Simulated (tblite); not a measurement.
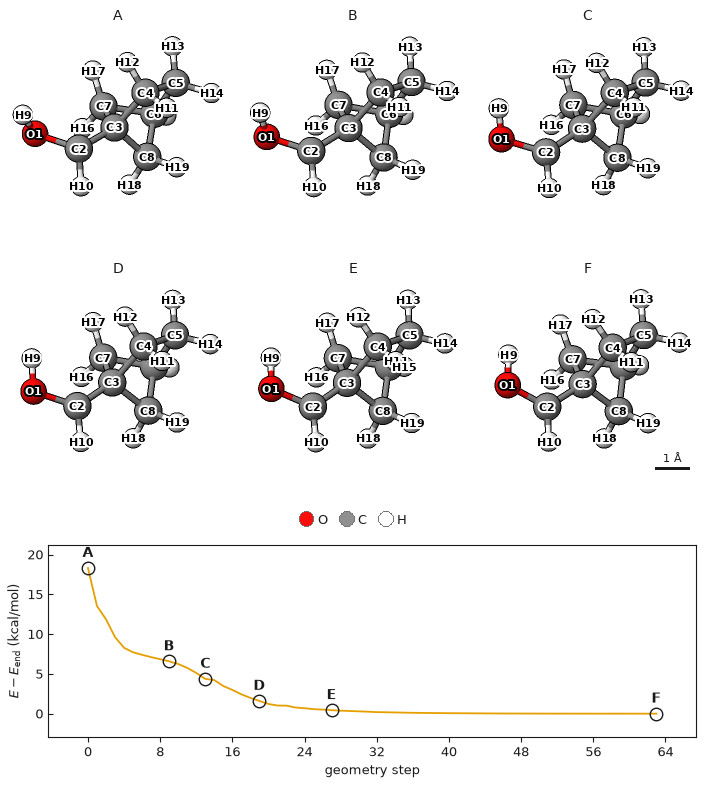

Frames of a relaxation of C$_{7}$H$_{11}$O (multiplicity 2), marked on the history of the run. Style: ball-and-stick. Shown from a free direction.

Method: tblite 0.8.0, GFN2-xTB geometry optimisation, gas phase. 

### Describe the path.

H9 moves most after the best rigid fit: 0.78 Å. Largest moves by element: H 0.78 Å, O 0.58 Å, C 0.17 Å. Some distances before and after: C3–C4 1.510 → 1.555 Å, C5–C6 1.485 → 1.529 Å, C3–C7 1.519 → 1.560 Å, C2–H10 1.112 → 1.072 Å. Among the angles between lasting bonds that change: C3–C2–H10 111.6° → 124.0°, O1–C2–C3 115.0° → 122.1°, C3–C8–H19 111.7° → 117.4°. The energy falls by 18.3 kcal/mol in 63 geometry steps. The run took 0.4 s on 1 thread of Arm Neoverse V1, on a shared host. From step 0 to 9: O1 moves most (0.17 Å), energy −11.7 kcal/mol. From step 9 to 13: H9 moves most (0.20 Å), energy −2.20 kcal/mol. From step 13 to 19: H9 moves most (0.20 Å), energy −2.77 kcal/mol. From step 19 to 27: H9 moves most (0.20 Å), energy −1.16 kcal/mol. From step 27 to 63: H9 moves most (0.13 Å), energy −0.44 kcal/mol.
